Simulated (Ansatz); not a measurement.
## Electronic structure of CH6OSi···H2 in real space

```yaml
atoms:
  - { symbol: Si, position_ang: [-0.4711, 1.0103, -0.3433] }
  - { symbol: H, position_ang: [1.0456, -1.4356, 1.9721] }
  - { symbol: H, position_ang: [0.2439, 2.1532, -0.9820] }
  - { symbol: H, position_ang: [-1.9305, 1.3152, -0.3955] }
  - { symbol: O, position_ang: [0.0237, 0.8226, 1.2233] }
  - { symbol: H, position_ang: [1.3301, -2.1106, 2.1228] }
  - { symbol: C, position_ang: [-0.0937, -0.5810, -1.2176] }
  - { symbol: H, position_ang: [-0.1004, 1.5594, 1.8220] }
  - { symbol: H, position_ang: [0.9766, -0.7965, -1.1847] }
  - { symbol: H, position_ang: [-0.3995, -0.5228, -2.2654] }
  - { symbol: H, position_ang: [-0.6247, -1.4141, -0.7517] }
```

The product side of a reaction path; geometry: PBE0-D4/def2-TZVP.

Method: RKS PBE0-D4/def2-TZVPP (Ansatz 0.2.0).

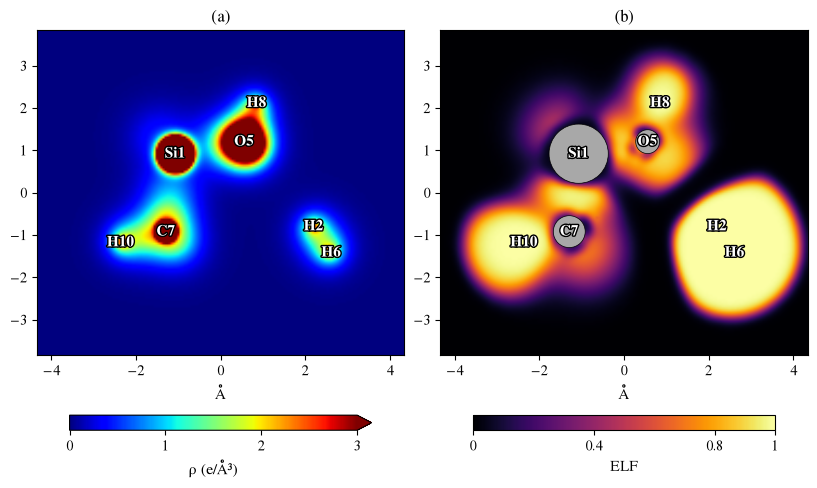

Figure 1. (a) electron density; (b) electron localisation function on the plane of atoms Si1, C7 and H10. Grey discs cover the atomic cores in the ELF map.

Q: Interpret the plot.

A:
- The plane passes through Si, H, O and C nuclei.
- O5···H2 (2.59 Å): the density falls to about 0.04 e/Å³ on the way; the ELF dips to about 0 between them (a weak contact between the two molecules).
- Si–O (1.65 Å): ρ at the midpoint is about 1.2 e/Å³; the ELF peaks at about 0.85 between the atoms (a polar covalent bond).
- C–Si (1.85 Å): the density is about 1 e/Å³ at the midpoint; the ELF peaks at about 0.95 between the atoms, as expected for localised, covalent bonding.
- H–H (0.75 Å): ρ is about 1.8 e/Å³ halfway; the ELF is about 1 at the midpoint.
- O–H (0.96 Å): ρ is about 3.8 e/Å³ halfway; the ELF climbs to about 1 towards the hydrogen, as it does in any bond to H (a covalent bond by its length).
- The ELF also peaks beside O5, away from the bonds: lone-pair regions.

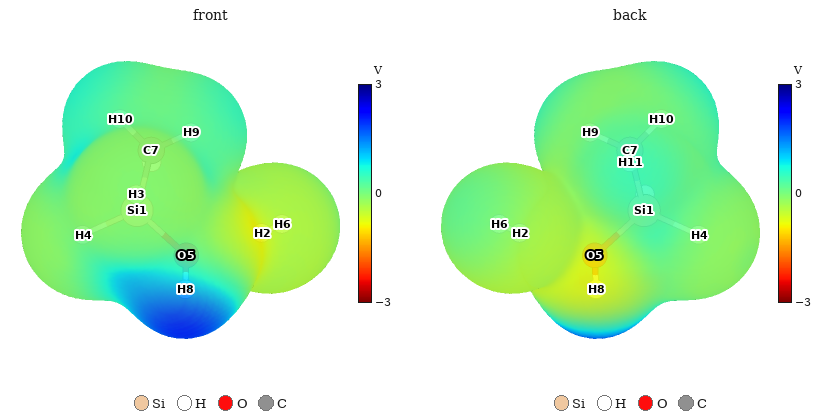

Figure 2. The molecular electrostatic potential painted on the density surface at 0.001 e/bohr³, seen from the front and from behind; the colour scale runs from red (negative) to blue (positive).

Q: Describe the electrostatic potential map.

A: The most negative region (about −0.9 V) lies over O5, the most positive (about +2.0 V) over H8.
